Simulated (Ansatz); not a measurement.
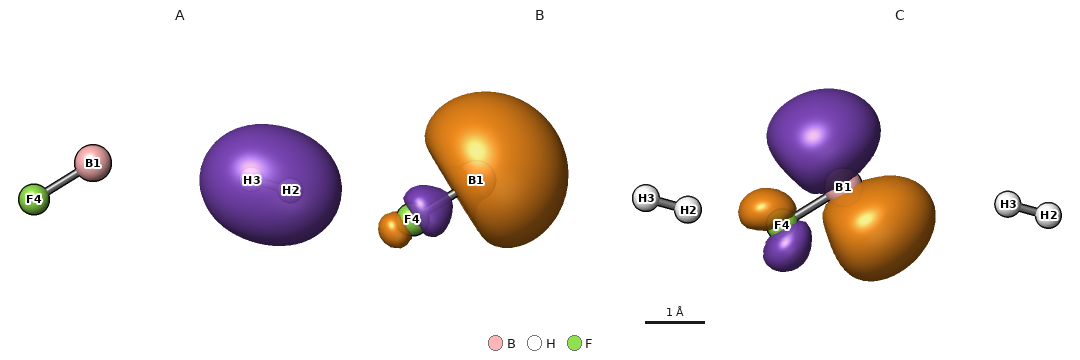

BF···H2. Three frontier orbitals at ±0.15 Å⁻³ᐟ² (orange and purple are the two phases), in no order.

All numbers below come from RKS PBE0-D4/6-31G* in Ansatz.

```yaml
atoms:
  - { symbol: B, position_ang: [-0.6519, 0.0104, -0.9069] }
  - { symbol: H, position_ang: [2.0799, -0.0090, 1.5310] }
  - { symbol: H, position_ang: [1.5939, -0.0035, 0.9658] }
  - { symbol: F, position_ang: [-1.9220, 0.0021, -0.9548] }
```

> Which picture is the HOMO−1, the HOMO and the LUMO?

A is the HOMO−1 (−11.69 eV). By Hirshfeld shares it lies mainly on H2 (about 50 %) and H3 (about 50 %); it is symmetric in the molecular plane (an in-plane orbital: σ, lone-pair or in-plane π type). B is the HOMO (−7.66 eV). Its weight (Hirshfeld) is mainly on B1 (about 90 %) and F4 (about 5 %); it is symmetric in the molecular plane (an in-plane orbital: σ, lone-pair or in-plane π type). C is the LUMO (−0.53 eV). Its weight (Hirshfeld) is mainly on B1 (about 80 %) and F4 (about 15 %); it is symmetric in the molecular plane (an in-plane orbital: σ, lone-pair or in-plane π type).

> What is the HOMO–LUMO gap?

7.13 eV between the orbital energies.
